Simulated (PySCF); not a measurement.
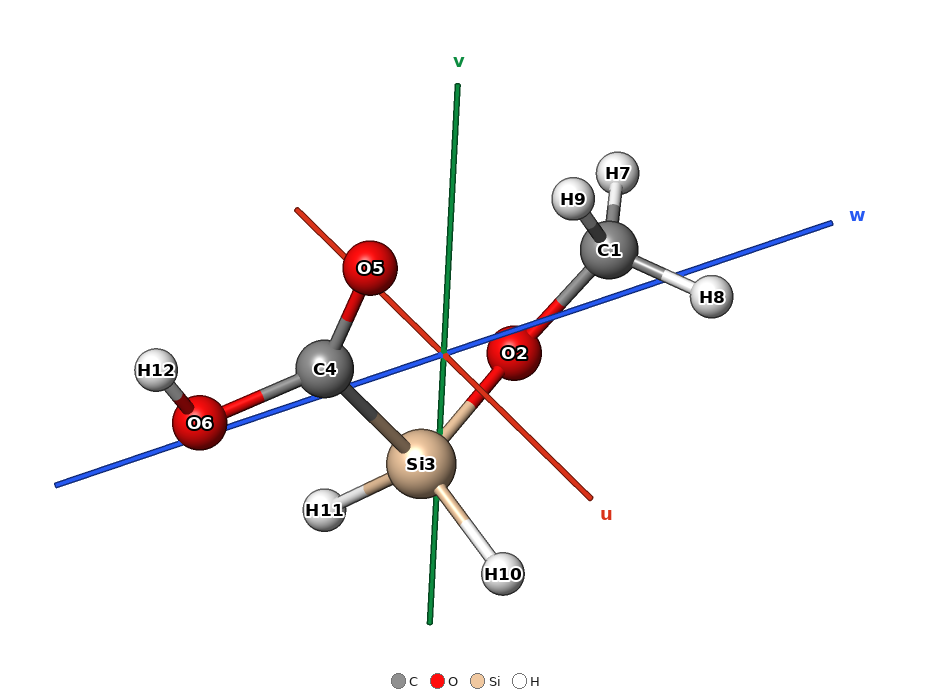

The lines u, v and w are the principal axes of the static dipole polarisability. Computed geometry: GFN2-xTB optimisation. No frequency run is at hand to confirm it as a minimum. Level of theory: PBE0/def2-SVPD (PySCF 2.14.0).

### Along which axis is the molecule most polarisable, and along which least?

Most along w (close to the long direction C1···O6), least along u.

### Give the three principal values.

u 50.4, v 64.4, w 70.4 bohr³; mean 61.8, anisotropy 17.8 bohr³.

The geometry is semi-empirical. Around Si such bond lengths and angles can be off by a tenth of an ångström or more and by several degrees, and values that hang on the shape move with them.
